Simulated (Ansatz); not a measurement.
## C2H7AlBF: geometry relaxation

C2H7AlBF, computed with RKS PBE0-D4/def2-TZVP (Ansatz 0.2.0).

The geometry: PBE-D4/def2-SVP start. Figures and captions count atoms from 1; the log counts them from 0 in places.

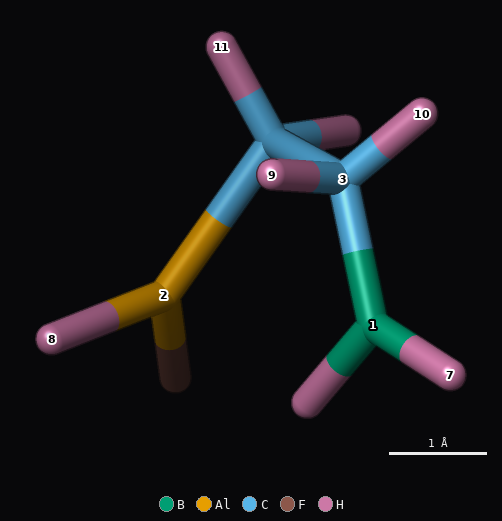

*The structure as given in the input (stick view, seen at a tilt; atoms are numbered from 1 in the order of the input). Sticks mark near contacts.*

Bond lengths as drawn: Al–C 1.97 Å, Al–F 1.69 Å, Al–H 1.60 Å, B–C 1.55 Å, B–H 1.21 to 1.25 Å, C–C 1.54 Å and C–H 1.11 to 1.13 Å.

Input file:
```yaml
crystal:
  periodic: [false, false, false]
  atoms:
    - {symbol: B, position_ang: [-0.669348, 0.634443, 1.200041]}
    - {symbol: Al, position_ang: [-0.405882, -1.444983, -0.679383]}
    - {symbol: C, position_ang: [0.360290, 1.063018, 0.130506]}
    - {symbol: C, position_ang: [1.044669, -0.106673, -0.608974]}
    - {symbol: F, position_ang: [-0.188145, -2.995534, -0.043849]}
    - {symbol: H, position_ang: [-1.179833, -0.498957, 1.098839]}
    - {symbol: H, position_ang: [-1.108712, 1.314702, 2.105327]}
    - {symbol: H, position_ang: [-1.775022, -1.191385, -1.466167]}
    - {symbol: H, position_ang: [-0.385483, 1.572895, -0.553317]}
    - {symbol: H, position_ang: [1.023002, 1.904482, 0.433595]}
    - {symbol: H, position_ang: [1.478168, 0.194157, -1.585593]}
    - {symbol: H, position_ang: [1.883298, -0.501564, 0.002874]}
basis:
  gaussian: {orbitals: def2-TZVP}
hamiltonian: {xc: pbe0, dispersion: d4}
relax: {f_tol: 0.005, max_steps: 150}
```

Machine: 4 threads of Arm Neoverse V2, 23 GiB of memory available, shared host.

Launched with:
```bash
ansatz run in.yaml --threads 4 --pin off --events-out ev --progress --plain --max-ram 10444MiB
```

What the program printed:
```
Functional definition: PBE0
  name "PBE0"
  cite "Adamo & Barone, J. Chem. Phys. 110, 6158 (1999) doi:10.1063/1.478522"
  cite "Perdew, Burke & Ernzerhof, Phys. Rev. Lett. 77, 3865 (1996) doi:10.1103/PhysRevLett.77.3865"
  parent pbe
  parameter a = 0.25
  parameter kappa = 0.804
  parameter beta = 0.06672455060314922
  exchange = (1 - a)*pbe_x(kappa = kappa, mu = beta*pi^2/3) + a*exact_x
  correlation = pbe_c(beta = beta)
1272 factors; their error is unknown
mean field evaluation 1: about -12162.9037 eV, gradient 6.7e1 eV
mean field evaluation 2: about -12153.5018 eV, gradient 9.4e1 eV
mean field evaluation 4: about -12172.4115 eV, gradient 5.0e0 eV
mean field evaluation 8: about -12172.4556 eV, gradient 4.5e-2 eV
mean field evaluation 16: about -12172.4647 eV, gradient 7.9e-5 eV
mean field -12172.46474559 eV, -447.3298286075 hartree, gradient 2.0e-5 eV, S^2 0.000000; 0 other end points of the search recorded, 0 dependent functions left out
the calculation of the forces begins
reference -12172.46478274 eV, -447.3298299727 hartree; 23, 23 occupied and 180, 180 virtual orbitals, 1272 factors
relax step   1: F+E_penalty+E_count = -12172.65630821 eV  Δ(F+E_penalty+E_count) = +0.000e0 eV  max|allowed force component| = 7.667e-1 eV/Å  Δτ_max = 0.0000 Å  (28 SCF iters, accepted)
these checks for a lower state are left out or cut short: starts, cluster_reference, orbital_swaps, neighbouring_geometries, increment
1272 factors; their error is unknown
mean field -12172.50537793 eV, -447.3313218183 hartree, gradient 8.1e-6 eV, S^2 0.000000; 0 other end points of the search recorded, 0 dependent functions left out
the calculation of the forces begins
reference -12172.50541496 eV, -447.3313231791 hartree; 23, 23 occupied and 180, 180 virtual orbitals, 1272 factors
relax step   2: F+E_penalty+E_count = -12172.69788743 eV  Δ(F+E_penalty+E_count) = -4.158e-2 eV  max|allowed force component| = 4.683e-1 eV/Å  Δτ_max = 0.0502 Å  (32 SCF iters, accepted)
these checks for a lower state are left out or cut short: starts, cluster_reference, orbital_swaps, neighbouring_geometries, increment
1272 factors; their error is unknown
mean field evaluation 32: about -12172.5119 eV, gradient 8.1e-6 eV
mean field -12172.51193189 eV, -447.3315626720 hartree, gradient 8.1e-6 eV, S^2 0.000000; 0 other end points of the search recorded, 0 dependent functions left out
the calculation of the forces begins
reference -12172.51196890 eV, -447.3315640322 hartree; 23, 23 occupied and 180, 180 virtual orbitals, 1272 factors
relax step   3: F+E_penalty+E_count = -12172.70464192 eV  Δ(F+E_penalty+E_count) = -6.754e-3 eV  max|allowed force component| = 1.772e-1 eV/Å  Δτ_max = 0.0345 Å  (32 SCF iters, accepted)
these checks for a lower state are left out or cut short: starts, cluster_reference, orbital_swaps, neighbouring_geometries, increment
1272 factors; their error is unknown
mean field -12172.51474796 eV, -447.3316661608 hartree, gradient 8.2e-6 eV, S^2 0.000000; 0 other end points of the search recorded, 0 dependent functions left out
the calculation of the forces begins
reference -12172.51478498 eV, -447.3316675210 hartree; 23, 23 occupied and 180, 180 virtual orbitals, 1272 factors
relax step   4: F+E_penalty+E_count = -12172.70760790 eV  Δ(F+E_penalty+E_count) = -2.966e-3 eV  max|allowed force component| = 5.039e-2 eV/Å  Δτ_max = 0.0292 Å  (32 SCF iters, accepted)
these checks for a lower state are left out or cut short: starts, cluster_reference, orbital_swaps, neighbouring_geometries, increment
1272 factors; their error is unknown
mean field -12172.51505489 eV, -447.3316774401 hartree, gradient 8.4e-6 eV, S^2 0.000000; 0 other end points of the search recorded, 0 dependent functions left out
the calculation of the forces begins
reference -12172.51509191 eV, -447.3316788008 hartree; 23, 23 occupied and 180, 180 virtual orbitals, 1272 factors
relax step   5: F+E_penalty+E_count = -12172.70786408 eV  Δ(F+E_penalty+E_count) = -2.562e-4 eV  max|allowed force component| = 2.108e-2 eV/Å  Δτ_max = 0.0048 Å  (33 SCF iters, accepted)
these checks for a lower state are left out or cut short: starts, cluster_reference, orbital_swaps, neighbouring_geometries, increment
1272 factors; their error is unknown
mean field -12172.51536620 eV, -447.3316888807 hartree, gradient 8.4e-6 eV, S^2 0.000000; 0 other end points of the search recorded, 0 dependent functions left out
the calculation of the forces begins
reference -12172.51540324 eV, -447.3316902419 hartree; 23, 23 occupied and 180, 180 virtual orbitals, 1272 factors
relax step   6: F+E_penalty+E_count = -12172.70809741 eV  Δ(F+E_penalty+E_count) = -2.333e-4 eV  max|allowed force component| = 2.206e-2 eV/Å  Δτ_max = 0.0268 Å  (32 SCF iters, accepted)
these checks for a lower state are left out or cut short: starts, cluster_reference, orbital_swaps, neighbouring_geometries, increment
1272 factors; their error is unknown
mean field -12172.51549670 eV, -447.3316936764 hartree, gradient 8.4e-6 eV, S^2 0.000000; 0 other end points of the search recorded, 0 dependent functions left out
the calculation of the forces begins
reference -12172.51553374 eV, -447.3316950377 hartree; 23, 23 occupied and 180, 180 virtual orbitals, 1272 factors
relax step   7: F+E_penalty+E_count = -12172.70821588 eV  Δ(F+E_penalty+E_count) = -1.185e-4 eV  max|allowed force component| = 1.018e-2 eV/Å  Δτ_max = 0.0084 Å  (33 SCF iters, accepted)
these checks for a lower state are left out or cut short: starts, cluster_reference, orbital_swaps, neighbouring_geometries, increment
1272 factors; their error is unknown
mean field evaluation 64: about -12172.5155 eV, gradient 1.5e-4 eV
mean field -12172.51551143 eV, -447.3316942176 hartree, gradient 8.4e-6 eV, S^2 0.000000; 0 other end points of the search recorded, 0 dependent functions left out
the calculation of the forces begins
reference -12172.51554847 eV, -447.3316955789 hartree; 23, 23 occupied and 180, 180 virtual orbitals, 1272 factors
relax step   8: F+E_penalty+E_count = -12172.70823589 eV  Δ(F+E_penalty+E_count) = -2.001e-5 eV  max|allowed force component| = 6.918e-3 eV/Å  Δτ_max = 0.0037 Å  (33 SCF iters, accepted)
these checks for a lower state are left out or cut short: starts, cluster_reference, orbital_swaps, neighbouring_geometries, increment
1272 factors; their error is unknown
mean field -12172.51553787 eV, -447.3316951892 hartree, gradient 8.4e-6 eV, S^2 0.000000; 0 other end points of the search recorded, 0 dependent functions left out
the calculation of the forces begins
reference -12172.51557492 eV, -447.3316965508 hartree; 23, 23 occupied and 180, 180 virtual orbitals, 1272 factors
relax step   9: F+E_penalty+E_count = -12172.70825133 eV  Δ(F+E_penalty+E_count) = -1.545e-5 eV  max|allowed force component| = 5.265e-3 eV/Å  Δτ_max = 0.0044 Å  (33 SCF iters, accepted)
these checks for a lower state are left out or cut short: starts, cluster_reference, orbital_swaps, neighbouring_geometries, increment
1272 factors; their error is unknown
mean field -12172.51553733 eV, -447.3316951696 hartree, gradient 8.4e-6 eV, S^2 0.000000; 0 other end points of the search recorded, 0 dependent functions left out
the calculation of the forces begins
reference -12172.51557438 eV, -447.3316965312 hartree; 23, 23 occupied and 180, 180 virtual orbitals, 1272 factors
relax step  10: F+E_penalty+E_count = -12172.70825755 eV  Δ(F+E_penalty+E_count) = -6.217e-6 eV  max|allowed force component| = 3.999e-3 eV/Å  Δτ_max = 0.0032 Å  (34 SCF iters, accepted)
1272 factors; their error is unknown
mean field evaluation 96: about -12172.5062 eV, gradient 4.6e-2 eV
```

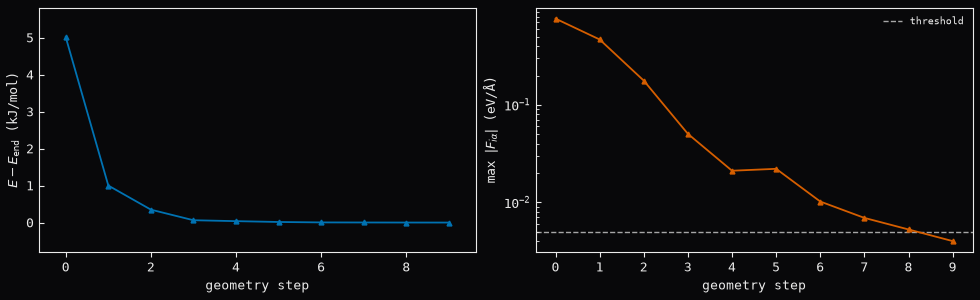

*Progress of the relaxation, step by step (the first geometry is step 0 here and step 1 in the log).*

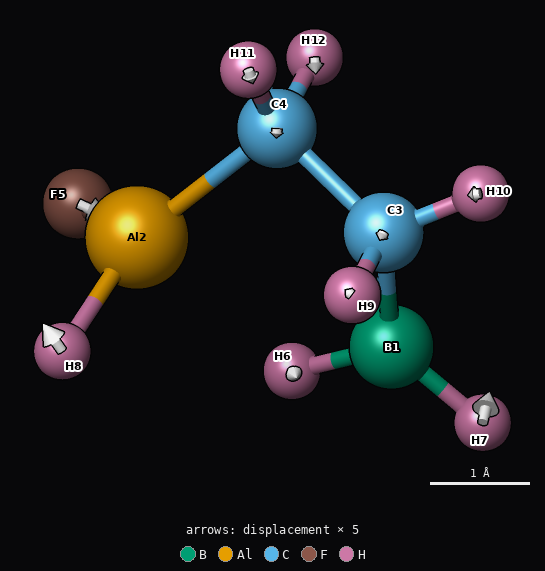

*The starting structure with the displacements as white arrows, magnified 5 times (ball-and-stick view, seen at a tilt). The two geometries are laid on each other by the best rigid fit.*

H7 moves most after the best rigid fit: 0.085 Å. By element the largest moves are H 0.085 Å, F 0.071 Å, C 0.022 Å, Al 0.014 Å, B 0.013 Å. Among the contacts that change: Al2–F5 1.690 → 1.658 Å, B1–H7 1.215 → 1.193 Å, B1–H6 1.247 → 1.227 Å, C3–H9 1.133 → 1.114 Å. Among the angles that change: B1–C3–H9 96.0° → 98.2°. Over 9 geometry steps the energy falls by 5.01 kJ/mol. Largest force component: 0.77 eV/Å at the start, 0.004 eV/Å at the end. (Atoms are counted from 1 in the order of the input.)

```
mean field -12172.51553733 eV, -447.3316951696 hartree, gradient 8.4e-6 eV, S^2 0.000000; 1 other end points of the search recorded, 0 dependent functions left out
the calculation of the forces begins
reference -12172.51557438 eV, -447.3316965312 hartree; 23, 23 occupied and 180, 180 virtual orbitals, 1272 factors
Total energy: -12172.70829460 eV, -447.3387788686 hartree
Atom 0 at    -0.659632     0.629296     1.207176 Å, force    -0.000605     0.002587    -0.001273 eV/Å
Atom 1 at    -0.403277    -1.444074    -0.692886 Å, force    -0.001157     0.000015    -0.000181 eV/Å
Atom 2 at     0.340600     1.065306     0.123683 Å, force     0.000545    -0.003711     0.003999 eV/Å
Atom 3 at     1.024153    -0.106189    -0.601923 Å, force    -0.001665     0.002481     0.000536 eV/Å
Atom 4 at    -0.196626    -2.937819    -0.004224 Å, force     0.000411    -0.000117     0.000402 eV/Å
Atom 5 at    -1.192048    -0.469774     1.088245 Å, force    -0.000551    -0.001441     0.000438 eV/Å
Atom 6 at    -1.038398     1.276865     2.134983 Å, force     0.001137    -0.000733    -0.001288 eV/Å
Atom 7 at    -1.732130    -1.217333    -1.524234 Å, force     0.000479    -0.000005    -0.000757 eV/Å
Atom 8 at    -0.379016     1.560828    -0.567053 Å, force    -0.001949     0.000629    -0.001228 eV/Å
Atom 9 at     1.010774     1.877826     0.423544 Å, force     0.001802     0.001512     0.000068 eV/Å
Atom 10 at     1.453131     0.196700    -1.560382 Å, force    -0.000256    -0.000669    -0.001100 eV/Å
Atom 11 at     1.849470    -0.487030     0.006971 Å, force     0.001810    -0.000549     0.000384 eV/Å
Dipole moment:     0.129843     0.575874     0.001060 e Å
```

Trajectory as extended XYZ (Å, eV, eV/Å), 9 of the 10 frames kept, from step=1 to step=10:
```
12
Properties=species:S:1:pos:R:3:forces:R:3 step=1 energy=-12172.65631
B    -0.6693    0.6344    1.2000   -0.0727  -0.0071   0.1710
Al   -0.4059   -1.4450   -0.6794    0.0566  -0.5568   0.1703
C     0.3603    1.0630    0.1305   -0.1203   0.4270  -0.0537
C     1.0447   -0.1067   -0.6090    0.2974  -0.0391  -0.0379
F    -0.1881   -2.9955   -0.0438   -0.0847   0.7667  -0.2829
H    -1.1798   -0.4990    1.0988    0.1490   0.3315   0.0291
H    -1.1087    1.3147    2.1053    0.1844  -0.2791  -0.3807
H    -1.7750   -1.1914   -1.4662    0.1930  -0.0281   0.0846
H    -0.3855    1.5729   -0.5533    0.3191  -0.2427   0.2258
H     1.0230    1.9045    0.4336   -0.2899  -0.4614  -0.1421
H     1.4782    0.1942   -1.5856   -0.2376  -0.1210   0.4934
H     1.8833   -0.5016    0.0029   -0.3941   0.2099  -0.2770
12
Properties=species:S:1:pos:R:3:forces:R:3 step=2 energy=-12172.69789
B    -0.6555    0.6242    1.2042   -0.1192  -0.0061   0.0116
Al   -0.4070   -1.4376   -0.6925    0.1021  -0.4073   0.2395
C     0.3537    1.0594    0.1282   -0.0848   0.1751  -0.0203
C     1.0345   -0.1059   -0.6066    0.1234  -0.0379  -0.0393
F    -0.1999   -2.9577   -0.0130   -0.0580   0.4683  -0.2206
H    -1.1635   -0.4958    1.1004    0.0580   0.1190   0.0228
H    -1.0912    1.2959    2.0959    0.0833  -0.0828  -0.0752
H    -1.7547   -1.1907   -1.4900    0.0341  -0.0063  -0.0043
H    -0.3847    1.5592   -0.5528    0.1278  -0.0888   0.0977
H     1.0162    1.8857    0.4271   -0.0808  -0.1399  -0.0515
H     1.4647    0.1992   -1.5690   -0.0652  -0.0328   0.1325
H     1.8643   -0.4912    0.0021   -0.1209   0.0395  -0.0929
12
Properties=species:S:1:pos:R:3:forces:R:3 step=3 energy=-12172.70464
B    -0.6690    0.6374    1.1988    0.1405  -0.0496   0.0803
Al   -0.4086   -1.4381   -0.6792    0.0916  -0.1772  -0.0092
C     0.3463    1.0594    0.1276   -0.0619   0.0167  -0.0151
C     1.0255   -0.1089   -0.6000   -0.0586  -0.0219   0.0210
F    -0.1793   -2.9562   -0.0407   -0.0410   0.1336  -0.0225
H    -1.1707   -0.4769    1.1083   -0.0632  -0.0331  -0.0324
H    -1.0672    1.2981    2.1061   -0.0446   0.0412   0.0161
H    -1.7394   -1.2006   -1.4986   -0.0484   0.0142   0.0007
H    -0.3759    1.5576   -0.5585   -0.0138   0.0278  -0.0531
H     1.0138    1.8728    0.4242    0.0296   0.0559   0.0330
H     1.4511    0.1931   -1.5579    0.0195   0.0097  -0.0635
H     1.8503   -0.4930    0.0039    0.0504  -0.0174   0.0447
12
Properties=species:S:1:pos:R:3:forces:R:3 step=4 energy=-12172.70761
B    -0.6596    0.6278    1.2044   -0.0187  -0.0156   0.0032
Al   -0.4024   -1.4399   -0.6901    0.0075  -0.0504   0.0212
C     0.3451    1.0591    0.1260   -0.0114   0.0157   0.0022
C     1.0286   -0.1075   -0.6027   -0.0141  -0.0173  -0.0085
F    -0.1938   -2.9428   -0.0192   -0.0057   0.0294  -0.0137
H    -1.1735   -0.4813    1.1017   -0.0065  -0.0055   0.0002
H    -1.0664    1.2907    2.1078    0.0045   0.0114   0.0248
H    -1.7397   -1.1975   -1.5014   -0.0100   0.0009  -0.0116
H    -0.3809    1.5549   -0.5586   -0.0048   0.0047  -0.0198
H     1.0102    1.8757    0.4230    0.0224   0.0235   0.0106
H     1.4559    0.1961   -1.5606    0.0117   0.0104  -0.0274
H     1.8534   -0.4908    0.0036    0.0251  -0.0072   0.0188
12
Properties=species:S:1:pos:R:3:forces:R:3 step=5 energy=-12172.70786
B    -0.6603    0.6282    1.2050   -0.0102  -0.0105   0.0074
Al   -0.4019   -1.4418   -0.6910   -0.0036  -0.0066   0.0042
C     0.3445    1.0598    0.1257   -0.0112   0.0211  -0.0016
C     1.0284   -0.1076   -0.6029   -0.0003  -0.0111  -0.0030
F    -0.1948   -2.9426   -0.0183    0.0004  -0.0009  -0.0008
H    -1.1758   -0.4806    1.1015   -0.0031   0.0026  -0.0011
H    -1.0634    1.2903    2.1116    0.0072   0.0020   0.0092
H    -1.7394   -1.1996   -1.5040    0.0008  -0.0017  -0.0059
H    -0.3807    1.5557   -0.5602    0.0037  -0.0010  -0.0094
H     1.0104    1.8766    0.4234    0.0070   0.0029   0.0033
H     1.4561    0.1963   -1.5613    0.0022   0.0035  -0.0066
H     1.8540   -0.4902    0.0043    0.0073  -0.0004   0.0043
12
Properties=species:S:1:pos:R:3:forces:R:3 step=7 energy=-12172.70822
B    -0.6598    0.6290    1.2079   -0.0026   0.0071   0.0016
Al   -0.4021   -1.4442   -0.6923   -0.0004   0.0021  -0.0032
C     0.3394    1.0640    0.1233    0.0102   0.0068  -0.0052
C     1.0258   -0.1068   -0.6004   -0.0002  -0.0088  -0.0021
F    -0.1987   -2.9419   -0.0115    0.0019   0.0005   0.0023
H    -1.1882   -0.4725    1.0954    0.0010  -0.0031  -0.0032
H    -1.0410    1.2816    2.1310   -0.0009  -0.0023   0.0026
H    -1.7314   -1.2095   -1.5208   -0.0011  -0.0010   0.0001
H    -0.3812    1.5569   -0.5687    0.0015  -0.0019   0.0046
H     1.0080    1.8789    0.4211   -0.0043  -0.0031  -0.0002
H     1.4541    0.1952   -1.5596   -0.0014   0.0010   0.0015
H     1.8520   -0.4861    0.0085   -0.0037   0.0027   0.0010
12
Properties=species:S:1:pos:R:3:forces:R:3 step=8 energy=-12172.70824
B    -0.6599    0.6291    1.2073    0.0048   0.0024   0.0069
Al   -0.4024   -1.4442   -0.6931   -0.0017   0.0027   0.0025
C     0.3397    1.0645    0.1231    0.0013   0.0017  -0.0029
C     1.0252   -0.1066   -0.6009   -0.0002  -0.0027  -0.0015
F    -0.1989   -2.9401   -0.0083    0.0023  -0.0001   0.0000
H    -1.1882   -0.4723    1.0932   -0.0036  -0.0016  -0.0028
H    -1.0398    1.2794    2.1327   -0.0018  -0.0015  -0.0019
H    -1.7318   -1.2119   -1.5221    0.0000  -0.0009  -0.0014
H    -0.3804    1.5582   -0.5686   -0.0003   0.0007   0.0009
H     1.0085    1.8787    0.4219   -0.0003  -0.0003  -0.0004
H     1.4542    0.1958   -1.5596   -0.0003   0.0002  -0.0006
H     1.8508   -0.4861    0.0084   -0.0002  -0.0007   0.0011
12
Properties=species:S:1:pos:R:3:forces:R:3 step=9 energy=-12172.70825
B    -0.6594    0.6294    1.2076    0.0009   0.0053  -0.0006
Al   -0.4033   -1.4442   -0.6929    0.0000   0.0013  -0.0015
C     0.3403    1.0652    0.1234   -0.0015  -0.0044   0.0043
C     1.0243   -0.1065   -0.6015   -0.0010   0.0045   0.0011
F    -0.1975   -2.9389   -0.0062    0.0007  -0.0007   0.0012
H    -1.1898   -0.4707    1.0904   -0.0032  -0.0029   0.0001
H    -1.0389    1.2781    2.1344    0.0015  -0.0025  -0.0026
H    -1.7319   -1.2157   -1.5243    0.0003   0.0000   0.0006
H    -0.3796    1.5598   -0.5677   -0.0024   0.0014  -0.0009
H     1.0099    1.8783    0.4227    0.0027   0.0016  -0.0006
H     1.4534    0.1963   -1.5599   -0.0001  -0.0015  -0.0011
H     1.8496   -0.4866    0.0079    0.0021  -0.0021   0.0001
12
Properties=species:S:1:pos:R:3:forces:R:3 step=10 energy=-12172.70826
B    -0.6596    0.6293    1.2072   -0.0006   0.0026  -0.0013
Al   -0.4033   -1.4441   -0.6929   -0.0012   0.0000  -0.0002
C     0.3406    1.0653    0.1237    0.0005  -0.0037   0.0040
C     1.0242   -0.1062   -0.6019   -0.0017   0.0025   0.0005
F    -0.1966   -2.9378   -0.0042    0.0004  -0.0001   0.0004
H    -1.1920   -0.4698    1.0882   -0.0006  -0.0014   0.0004
H    -1.0384    1.2769    2.1350    0.0011  -0.0007  -0.0013
H    -1.7321   -1.2173   -1.5242    0.0005   0.0000  -0.0008
H    -0.3790    1.5608   -0.5671   -0.0019   0.0006  -0.0012
H     1.0108    1.8778    0.4235    0.0018   0.0015   0.0001
H     1.4531    0.1967   -1.5604   -0.0003  -0.0007  -0.0011
H     1.8495   -0.4870    0.0070    0.0018  -0.0005   0.0004
```

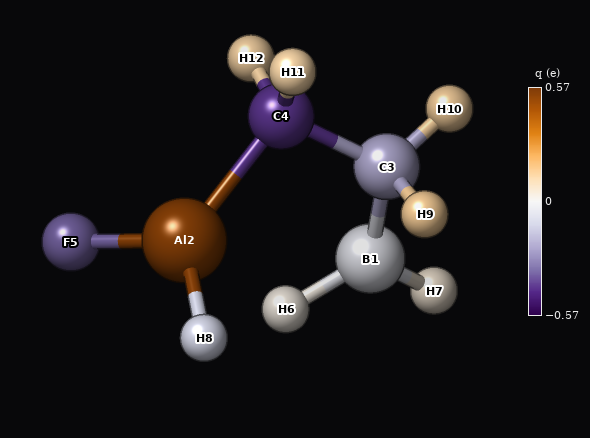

*Mulliken charges, as the colour of each atom (ball-and-stick view, seen at a tilt; atoms are numbered from 1 in the order of the input).*

By element: B −0.05, Al +0.54, C −0.43 to −0.22, F −0.36 and H −0.11 to +0.15 e.

Key numbers:

- outcome: converged
- total energy: −12172.7083 eV
- mean-field energy: −12172.5156 eV
- dispersion energy: −0.1927 eV
- SCF solution under orbital rotations: stable
- largest force (length of the vector) at the end: 0.005 eV/Å
- dipole moment: 2.84 D
- wall time: 29 s (CPU time 1.8 min)
- peak memory: 0.5 GiB
